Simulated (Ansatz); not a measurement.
# C$_{2}$H$_{5}$AlCaO (SMILES C[CH2][Al]1[O][Ca]1): what the fields show

```xyz
10

C     2.2973    0.2172   -1.3442
C     1.0903   -0.4727   -0.7061
Al    0.9775   -0.5763    1.2720
Ca    0.3454   -0.9867    4.0091
O    -0.3114   -1.3174    2.1470
H     3.2446   -0.2711   -1.0602
H     2.2503    0.2133   -2.4474
H     2.3798    1.2709   -1.0288
H     1.0048   -1.5207   -1.0583
H     0.1456    0.0112   -1.0271
```

Geometry: r2SCAN-D4/def2-SVP.

All numbers below come from isolated molecule in a Gaussian basis; Kohn-Sham density functional theory, functional PBE0 in Ansatz.

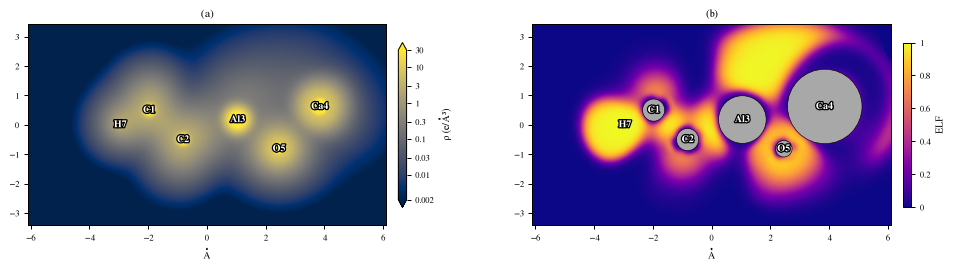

Figure 1. (a) total electron density; (b) electron localisation function on the plane of atoms Al3, Ca4 and O5. Grey discs cover the atomic cores in the ELF map.

### Describe what can be read from this map.

The plane passes through C, Al, Ca, O and H nuclei.
C–C (1.53 Å): the density is about 1.6 e/Å³ at the midpoint; the ELF peaks at about 0.95 between the atoms (a covalent bond).
Al–O (1.73 Å): ρ at the midpoint is about 0.86 e/Å³; the ELF peaks at about 0.85 in the valence shell of O, 0.6 Å from its nucleus, and is about 0.45 at the midpoint.
C–Al (1.98 Å): ρ at the midpoint is about 0.69 e/Å³; the ELF peaks at about 0.95 between the atoms; a shared but strongly polarised pair.
Ca–O (2.00 Å): ρ is about 0.65 e/Å³ halfway; the ELF peaks at about 0.85 in the valence shell of O, 0.6 Å from its nucleus, and drops to about 0.20 between the two atoms (a closed-shell, largely ionic contact).
Ca–Al (2.84 Å): ρ at the midpoint is about 0.26 e/Å³; the ELF is about 0.25 at the midpoint.

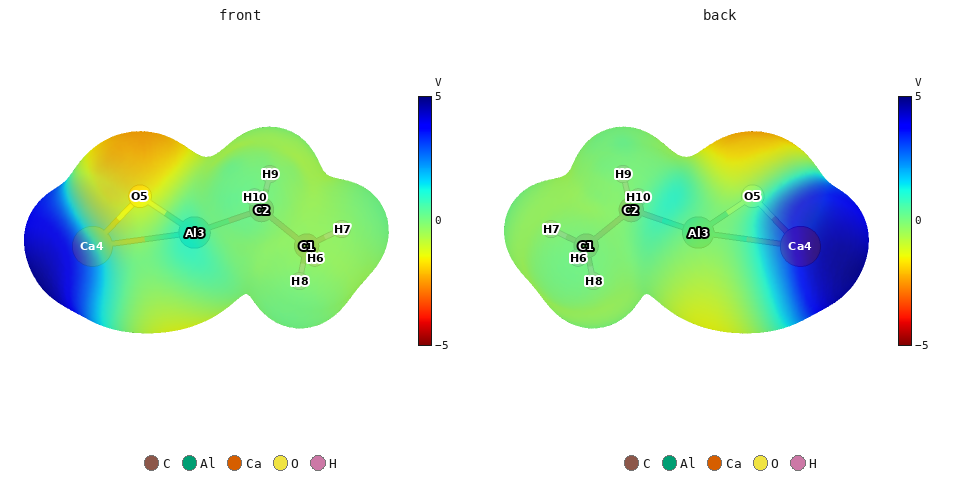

Figure 2. The molecular electrostatic potential painted on the density surface at 0.002 e/bohr³, seen from the front and from behind; the colour scale runs from red (negative) to blue (positive).

### Where is the surface potential most negative and most positive?

The most negative region (about −2.3 V) lies over O5, the most positive (about +4.8 V) over Ca4. O5 is the likeliest acceptor of a hydrogen bond.

### How polar is the molecule by this calculation?

Its dipole moment is 5.47 D.

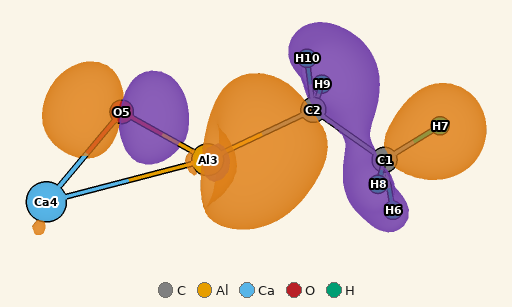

Figure 3. The HOMO−1 at ±0.1 Å⁻³ᐟ² (orange and purple are the two phases), seen at a tilt.

### Describe this orbital and give its energy.

Its weight (Hirshfeld) is mainly on C2 (about 30 %), Al3 (about 20 %), O5 (about 20 %), C1 (about 10 %) and H7 (about 5 %). Its energy is −7.36 eV.

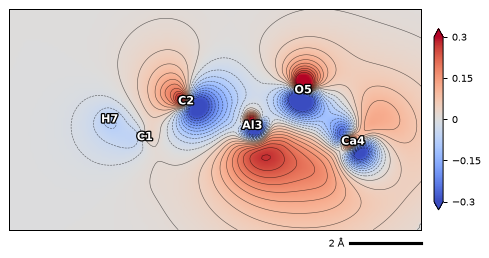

Figure 4. One frontier orbital on the plane of atoms C2, C1 and H7 (values in Å⁻³ᐟ²; the overall sign is arbitrary).

### Which orbital is it: HOMO or LUMO?

The HOMO, at −4.18 eV. Its weight (Hirshfeld) is mainly on Ca4 (about 45 %), Al3 (about 40 %), O5 (about 10 %) and C2 (about 5 %).
